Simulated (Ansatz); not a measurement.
# Run report: AlH₃Cl₂O, geometry relaxation

The run: geometry relaxation of AlH₃Cl₂O. Method and program: RKS B3LYP/def2-SVP (Ansatz 0.2.0).

The input holds or restrains some coordinates. It belongs to a series of runs on one base structure; here: pulled along the bonds that form and break, towards end A. Figures and captions count atoms from 1; the log counts them from 0 in places.

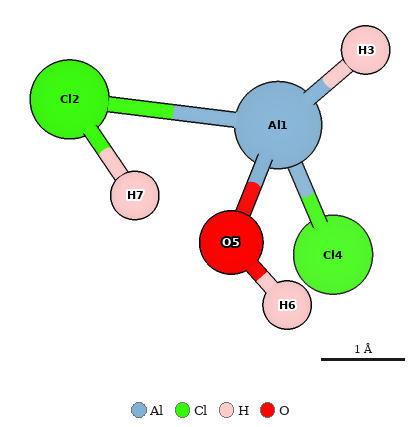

*The input geometry (ball-and-stick view, seen at a tilt; atoms are numbered from 1 in the order of the input). Sticks mark near contacts.*

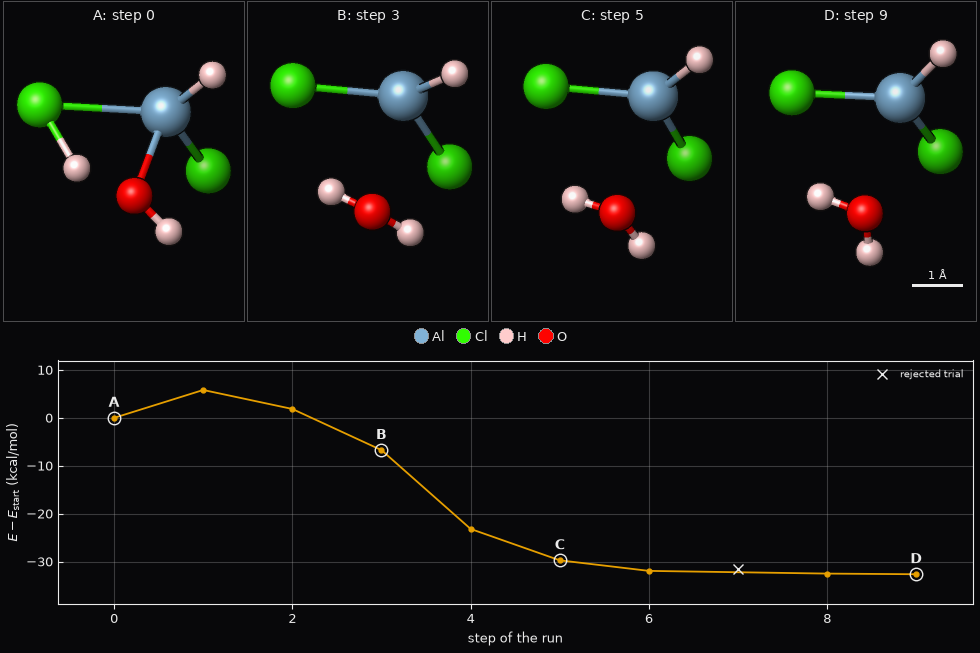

*Frames of the restrained relaxation (ball-and-stick view, seen at a tilt) above the curves, on which the letters mark them (the first geometry is step 0 here and step 1 in the log).*

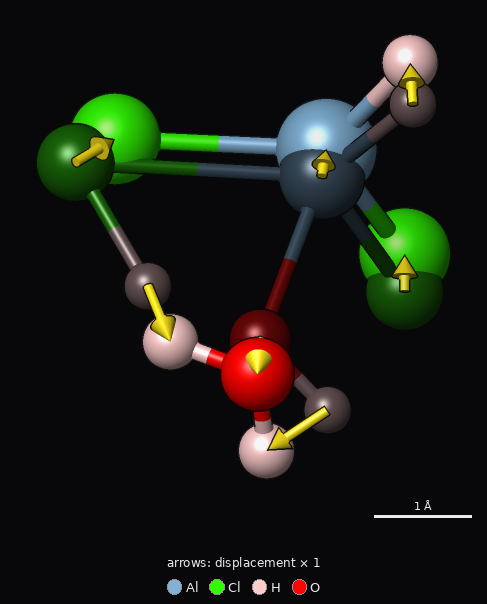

*Start (faint) and end (solid) with the displacements as yellow arrows, at true length (ball-and-stick view, seen at a tilt). The two geometries are laid on each other by the best rigid fit.*

The atom that moves furthest after the best rigid fit is H6 (0.76 Å). By element the largest moves are H 0.76 Å, Cl 0.62 Å, O 0.60 Å, Al 0.34 Å. Among the contacts that change: Cl2–H7 1.599 → 2.573 Å, Al1–O5 2.080 → 2.959 Å, Al1–Cl2 2.580 → 2.199 Å, O5–H7 1.301 → 0.988 Å. New bonds form: O5–H7 (1.30 → 0.99 Å). Bonds break: Al1–O5 (2.08 → 2.96 Å). Among the angles that change: Cl2–Al1–Cl4 120.0° → 116.1°, H3–Al1–Cl4 120.0° → 122.7°. After 9 geometry steps the energy has fallen by 32.6 kcal/mol. Largest force component: 3.3 eV/Å at the start, 1.1 eV/Å at the end. The line search rejected the trial step at point 7 (counted from 0) and went back. (Atoms are counted from 1 in the order of the input.)

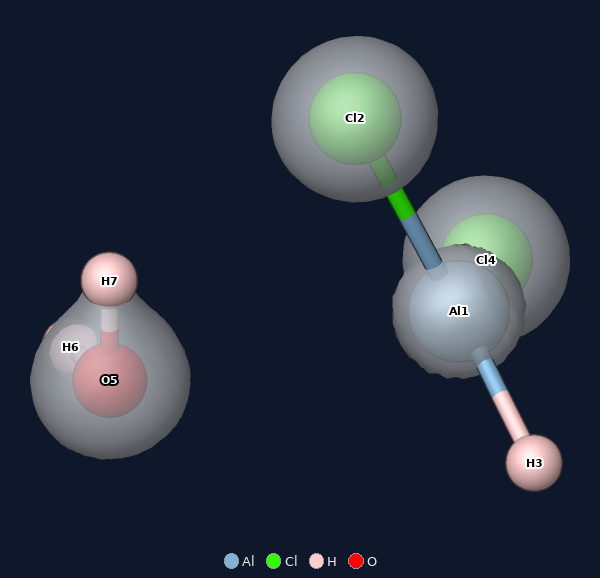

*Isosurface of the total electron density at 1.5 e/Å³ (grey), seen from the side.*

At this value the surface falls into five separate pieces. It is pinched off along the Al···O (2.96 Å), Al–Cl (2.10 Å) and Al–Cl (2.20 Å) contacts. On the grid the lowest density along these lines, outside the cores, is 0.06 e/Å³ (Al···O, 2.96 Å), 0.5 e/Å³ (Al–Cl, 2.10 Å), 2.3 e/Å³ (O–H, 0.97 Å) and 0.41 e/Å³ (Al–Cl, 2.20 Å).

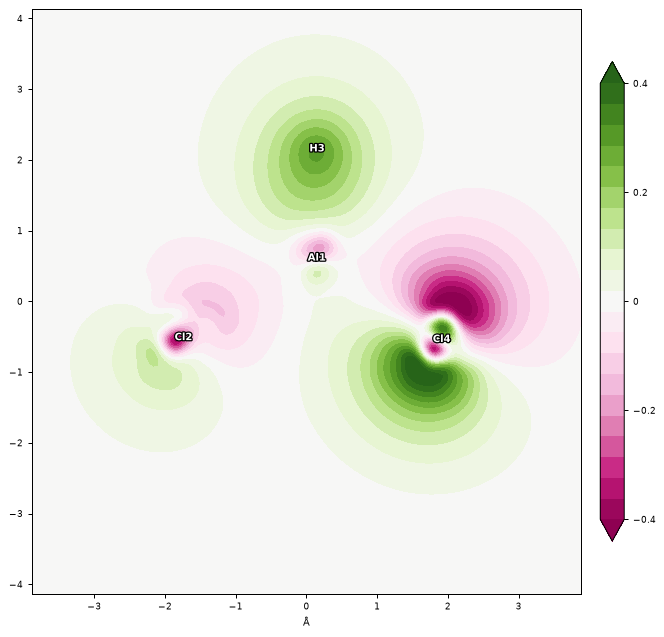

*One frontier orbital on the plane of atoms Cl2, Al1 and Cl4 (values in Å⁻³ᐟ²; the overall sign is arbitrary).*

The HOMO−1, at −8.75 eV.

The input that produced these results follows, with the program's output.

### Input
```yaml
crystal:
  periodic: [false, false, false]
  atoms:
    - { symbol: Al, position_ang: [0.0, 0.0, 0.0] }
    - { symbol: Cl, position_ang: [0.0, 0.0, 2.58] }
    - { symbol: H, position_ang: [1.351, 0.0, -0.78] }
    - { symbol: Cl, position_ang: [-1.9312, 0.0, -1.115] }
    - { symbol: O, position_ang: [-0.2664, -1.9558, 0.6559] }
    - { symbol: H, position_ang: [-0.6698, -2.5085, -0.087] }
    - { symbol: H, position_ang: [-0.1904, -1.3982, 1.8287] }
basis:
  gaussian: { orbitals: def2-SVP }
hamiltonian:
  xc: b3lyp
relax:
  f_tol: 0.15
  max_steps: 25
  restrain:
    - { distance: [0, 4], at: 2.98, k: 30.0 }
    - { distance: [6, 1], at: 2.57, k: 30.0 }
    - { distance: [0, 1], at: 2.23, k: 30.0 }
    - { distance: [6, 4], at: 1.01, k: 30.0 }
output:
  orbitals: {}
```

Launch command:
```bash
ansatz run input.yaml --threads 1 --pin off --max-ram 2048MiB --backend cpu --events-out ev --progress --plain --runs-dir out
```

### What the program printed
```
The last accepted step is kept in [file] (removed where the run ends without a failure and the disk answers)
Engine: ansatz 0.2.0, x86_64-unknown-linux-gnu
Functional definition: B3LYP
  parameter a0 = 0.2
  parameter ax = 0.72
  parameter ac = 0.81
  exchange = (1 - a0 - ax)*slater_x + ax*b88_x + a0*exact_x
  correlation = (1 - ac)*vwn_rpa_c + ac*lyp_c
822 factors; integrals over basis functions are off by at most 4.3e-4 eV
mean field evaluation 1: about -33725.6310 eV, gradient 5.1e1 eV
mean field evaluation 2: about -33672.8109 eV, gradient 1.5e2 eV
mean field evaluation 4: about -33730.2962 eV, gradient 7.8e0 eV
mean field evaluation 8: about -33730.4619 eV, gradient 4.1e-1 eV
mean field evaluation 16: about -33730.4624 eV, gradient 4.3e-5 eV
mean field -33730.46237893 eV, -1239.5716290970 hartree, gradient 4.3e-5 eV, S^2 0.000000; 0 other end points of the search recorded, 0 dependent functions left out
the calculation of the forces begins
reference -33730.46262002 eV, -1239.5716379572 hartree; 29, 29 occupied and 54, 54 virtual orbitals, 822 factors
relax step   1: F+E_penalty+E_count = -33730.46237893 eV  Δ(F+E_penalty+E_count) = +0.000e0 eV  max|allowed force component| = 3.266e0 eV/Å  E_restraint = 29.40963202 eV  max|allowed force component, restraints' pulls added| = 2.993e1 eV/Å  Δτ_max = 0.0000 Å  (25 SCF iters, accepted)
  distance Al 0 - O 4 = 2.0800 Å
  distance H 6 - Cl 1 = 1.5986 Å
  distance Al 0 - Cl 1 = 2.5800 Å
  distance H 6 - O 4 = 1.3008 Å
these checks for a lower state are left out or cut short: starts, cluster_reference, orbital_swaps, neighbouring_geometries, increment
822 factors; integrals over basis functions are off by at most 4.8e-4 eV
mean field -33730.20978810 eV, -1239.5623465553 hartree, gradient 1.7e-5 eV, S^2 0.000000; 0 other end points of the search recorded, 0 dependent functions left out
[... from here on the field's lines of each further geometry are left out, up to the last ...]
relax step   2: F+E_penalty+E_count = -33730.20978810 eV  Δ(F+E_penalty+E_count) = +2.526e-1 eV  max|allowed force component| = 2.901e0 eV/Å  E_restraint = 14.05483826 eV  max|allowed force component, restraints' pulls added| = 2.097e1 eV/Å  Δτ_max = 0.1949 Å  (30 SCF iters, accepted)
relax step   3: F+E_penalty+E_count = -33730.38179469 eV  Δ(F+E_penalty+E_count) = -1.720e-1 eV  max|allowed force component| = 2.236e0 eV/Å  E_restraint = 4.71419596 eV  max|allowed force component, restraints' pulls added| = 1.103e1 eV/Å  Δτ_max = 0.1948 Å  (29 SCF iters, accepted)
relax step   4: F+E_penalty+E_count = -33730.75423939 eV  Δ(F+E_penalty+E_count) = -3.724e-1 eV  max|allowed force component| = 2.356e0 eV/Å  E_restraint = 0.36516908 eV  max|allowed force component, restraints' pulls added| = 5.378e0 eV/Å  Δτ_max = 0.1948 Å  (27 SCF iters, accepted)
relax step   5: F+E_penalty+E_count = -33731.46775512 eV  Δ(F+E_penalty+E_count) = -7.135e-1 eV  max|allowed force component| = 1.573e0 eV/Å  E_restraint = 0.06854535 eV  max|allowed force component, restraints' pulls added| = 1.736e0 eV/Å  Δτ_max = 0.1946 Å  (27 SCF iters, accepted)
relax step   6: F+E_penalty+E_count = -33731.75190571 eV  Δ(F+E_penalty+E_count) = -2.842e-1 eV  max|allowed force component| = 1.272e0 eV/Å  E_restraint = 0.04388188 eV  max|allowed force component, restraints' pulls added| = 1.272e0 eV/Å  Δτ_max = 0.1940 Å  (26 SCF iters, accepted)
relax step   7: F+E_penalty+E_count = -33731.84743717 eV  Δ(F+E_penalty+E_count) = -9.553e-2 eV  max|allowed force component| = 1.073e0 eV/Å  E_restraint = 0.03066285 eV  max|allowed force component, restraints' pulls added| = 4.621e-1 eV/Å  Δτ_max = 0.1998 Å  (26 SCF iters, accepted)
relax step   8: F+E_penalty+E_count = -33731.83342016 eV  Δ(F+E_penalty+E_count) = +1.402e-2 eV  max|allowed force component| = 9.893e-1 eV/Å  E_restraint = 0.02477833 eV  max|allowed force component, restraints' pulls added| = 4.243e-1 eV/Å  Δτ_max = 0.2000 Å  (25 SCF iters, rejected (line search))
relax step   9: F+E_penalty+E_count = -33731.87198562 eV  Δ(F+E_penalty+E_count) = -2.455e-2 eV  max|allowed force component| = 1.086e0 eV/Å  E_restraint = 0.02934327 eV  max|allowed force component, restraints' pulls added| = 1.586e-1 eV/Å  Δτ_max = 0.1000 Å  (26 SCF iters, accepted)
the calculation of the forces begins
reference -33731.87804534 eV, -1239.6236538781 hartree; 29, 29 occupied and 54, 54 virtual orbitals, 823 factors
relax step  10: F+E_penalty+E_count = -33731.87780283 eV  Δ(F+E_penalty+E_count) = -5.817e-3 eV  max|allowed force component| = 1.058e0 eV/Å  E_restraint = 0.02886674 eV  max|allowed force component, restraints' pulls added| = 3.117e-2 eV/Å  Δτ_max = 0.0927 Å  (26 SCF iters, accepted)
  distance Al 0 - O 4 = 2.9589 Å
  distance H 6 - Cl 1 = 2.5726 Å
  distance Al 0 - Cl 1 = 2.1988 Å
  distance H 6 - O 4 = 0.9876 Å
823 factors; integrals over basis functions are off by at most 9.0e-4 eV
mean field evaluation 96: about -33731.8778 eV, gradient 5.0e-5 eV
mean field -33731.87780283 eV, -1239.6236449659 hartree, gradient 6.0e-6 eV, S^2 0.000000; 1 other end points of the search recorded, 0 dependent functions left out
the calculation of the forces begins
reference -33731.87804534 eV, -1239.6236538781 hartree; 29, 29 occupied and 54, 54 virtual orbitals, 823 factors
Total energy: -33731.87804534 eV, -1239.6236538781 hartree
Atom 0 at     0.052680     0.332275    -0.034700 Å, force    -0.118052    -0.565981     1.058203 eV/Å
Atom 1 at    -0.107735     0.392950     2.157441 Å, force     0.070335     0.037827    -0.904747 eV/Å
Atom 2 at     1.442396     0.476018    -0.729025 Å, force     0.007198    -0.005524     0.006349 eV/Å
Atom 3 at    -1.761362     0.416487    -1.097289 Å, force     0.002647    -0.000082     0.000830 eV/Å
Atom 4 at    -0.114801    -2.528698     0.701436 Å, force    -0.030795     0.899470     0.462489 eV/Å
Atom 5 at    -1.009248    -2.836592     0.491491 Å, force     0.003936     0.010757     0.008408 eV/Å
Atom 6 at    -0.208730    -2.114940     1.593245 Å, force     0.064731    -0.376467    -0.631533 eV/Å
Dipole moment:    -0.111643    -0.192793     0.022775 e Å
```

### Trajectory as extended XYZ (Å, eV, eV/Å), 10 frames, from step=1 to step=10
```
7
Properties=species:S:1:pos:R:3:forces:R:3 step=1 energy=-33730.46238
Al    0.0000    0.0000    0.0000   -1.6261  -3.2660   0.5902
Cl    0.0000    0.0000    2.5800    0.0019  -0.2305  -1.4633
H     1.3510    0.0000   -0.7800    0.1588   0.6764   0.1797
Cl   -1.9312    0.0000   -1.1150    1.0897   0.6241   0.6926
O    -0.2664   -1.9558    0.6559    0.7072   2.1459  -0.9903
H    -0.6698   -2.5085   -0.0870    0.2845   0.7565   2.0890
H    -0.1904   -1.3982    1.8287   -0.6160  -0.7065  -1.0979
7
Properties=species:S:1:pos:R:3:forces:R:3 step=2 energy=-33730.20979
Al    0.0062    0.1313    0.0414   -1.2938  -2.7371   1.0257
Cl    0.0209    0.1516    2.5505   -0.0551  -0.0228  -2.0318
H     1.3507    0.0099   -0.7762   -0.0629   0.5924   0.2649
Cl   -1.9170    0.0091   -1.1055    1.2286   0.5618   0.8595
O    -0.2713   -2.0870    0.7180    1.7420   2.9013   0.6041
H    -0.6762   -2.5140   -0.0754   -0.4371   0.3386   1.8172
H    -0.2201   -1.5635    1.7297   -1.1217  -1.6342  -2.5396
7
Properties=species:S:1:pos:R:3:forces:R:3 step=3 energy=-33730.38180
Al    0.0120    0.2648    0.0878   -0.9155  -2.2359   0.9163
Cl    0.0396    0.2947    2.4996   -0.0985   0.2803  -2.2133
H     1.3467    0.0168   -0.7708   -0.3295   0.6228   0.4251
Cl   -1.8991    0.0161   -1.0922    1.3242   0.5727   1.0081
O    -0.2627   -2.2080    0.7724    2.0078   0.7206  -0.9785
H    -0.6865   -2.5129   -0.0570   -0.6527   0.6245   1.7397
H    -0.2567   -1.7340    1.6429   -1.3358  -0.5850  -0.8974
7
Properties=species:S:1:pos:R:3:forces:R:3 step=4 energy=-33730.75424
Al    0.0119    0.3845    0.1301   -0.4667  -1.8727   0.2556
Cl    0.0540    0.4539    2.3882   -0.1587   0.2646  -1.6676
H     1.3287    0.0469   -0.7480   -0.4047   0.6624   0.4926
Cl   -1.8531    0.0424   -1.0516    1.0856   0.5621   0.9572
O    -0.2394   -2.3811    0.7925    2.3560  -0.8745  -1.0434
H    -0.7072   -2.5110   -0.0403   -0.9806   0.7795   1.0314
H    -0.3018   -1.8982    1.6117   -1.4309   0.4785  -0.0259
7
Properties=species:S:1:pos:R:3:forces:R:3 step=5 energy=-33731.46775
Al    0.0324    0.3795    0.0487   -0.0587  -1.1041   0.8940
Cl    0.0263    0.4888    2.2304   -0.0978   0.2096  -0.8741
H     1.3724    0.2358   -0.7304    0.0881   0.3075  -0.0362
Cl   -1.8055    0.1501   -0.9853    0.1190   0.2111   0.1559
O    -0.1757   -2.4879    0.8076    1.5731   0.1537  -0.3675
H    -0.7909   -2.6044    0.0622   -0.5809   0.5260   1.2810
H    -0.3658   -2.0244    1.6494   -1.0428  -0.3038  -1.0532
7
Properties=species:S:1:pos:R:3:forces:R:3 step=6 energy=-33731.75191
Al    0.0598    0.3577    0.0204    0.1776  -0.8449   1.1205
Cl   -0.0071    0.4768    2.2028   -0.0118   0.1141  -0.8549
H     1.4129    0.3473   -0.7471    0.0663   0.1856  -0.0298
Cl   -1.7828    0.2090   -0.9628   -0.2159   0.0976  -0.1146
O    -0.1100   -2.5084    0.7832   -0.4870   0.7591  -0.2608
H    -0.8759   -2.7264    0.1869    0.6374   0.4722   1.2717
H    -0.4037   -2.0185    1.5992   -0.1667  -0.7837  -1.1321
7
Properties=species:S:1:pos:R:3:forces:R:3 step=7 energy=-33731.84744
Al    0.0647    0.3011   -0.0280   -0.2247  -0.4457   1.0733
Cl   -0.0788    0.4238    2.1602    0.0773   0.0093  -0.8953
H     1.4337    0.4302   -0.7632    0.0114  -0.0184  -0.0030
Cl   -1.7958    0.3968   -1.0298    0.1613  -0.0670   0.0341
O    -0.0794   -2.5409    0.7841   -0.4027   0.9319   0.1063
H    -0.9123   -2.7859    0.3331    0.3004   0.1219   0.4621
H    -0.3389   -2.0876    1.6262    0.0770  -0.5320  -0.7775
7
Properties=species:S:1:pos:R:3:forces:R:3 step=8 energy=-33731.83342 accepted=F
Al    0.0903    0.4031   -0.0114   -0.3453  -0.9893   0.9860
Cl   -0.0607    0.3834    2.1826    0.1046   0.2128  -0.9265
H     1.4547    0.5216   -0.7520    0.0734   0.1362   0.0453
Cl   -1.7296    0.2525   -1.0692    0.0359   0.1903   0.0284
O    -0.1665   -2.4672    0.6683   -0.1194   0.6600   0.7271
H    -1.0430   -2.8426    0.4735    0.2028   0.1828   0.0339
H    -0.2520   -2.1132    1.5908    0.0480  -0.3928  -0.8942
7
Properties=species:S:1:pos:R:3:forces:R:3 step=9 energy=-33731.87199
Al    0.0590    0.3251   -0.0317   -0.1304  -0.5624   1.0856
Cl   -0.0890    0.4034    2.1601    0.0684   0.0496  -0.9038
H     1.4377    0.4564   -0.7491    0.0098   0.0041   0.0068
Cl   -1.7752    0.4006   -1.0657    0.0398  -0.0157   0.0034
O    -0.0951   -2.5266    0.7397   -0.2143   0.8971   0.3488
H    -0.9643   -2.8150    0.4134    0.1264   0.0513   0.1586
H    -0.2799   -2.1065    1.6158    0.1003  -0.4240  -0.6995
7
Properties=species:S:1:pos:R:3:forces:R:3 step=10 energy=-33731.87780
Al    0.0527    0.3323   -0.0347   -0.1181  -0.5660   1.0582
Cl   -0.1077    0.3930    2.1574    0.0703   0.0378  -0.9047
H     1.4424    0.4760   -0.7290    0.0072  -0.0055   0.0063
Cl   -1.7614    0.4165   -1.0973    0.0026  -0.0001   0.0008
O    -0.1148   -2.5287    0.7014   -0.0308   0.8995   0.4625
H    -1.0092   -2.8366    0.4915    0.0039   0.0108   0.0084
H    -0.2087   -2.1149    1.5932    0.0647  -0.3765  -0.6315
```

### Key numbers

```tsv
quantity	value
outcome	converged under the restraints of the input
total energy	−33731.8780 eV
mean-field energy	−33731.8780 eV
largest force (length of the vector) at the end, held atoms and coordinates included	1.206 eV/Å
hardware	1 thread of Intel Xeon (Sapphire Rapids), 192 GiB of memory available, shared host
wall time	27 s
peak memory	0.18 GiB
```
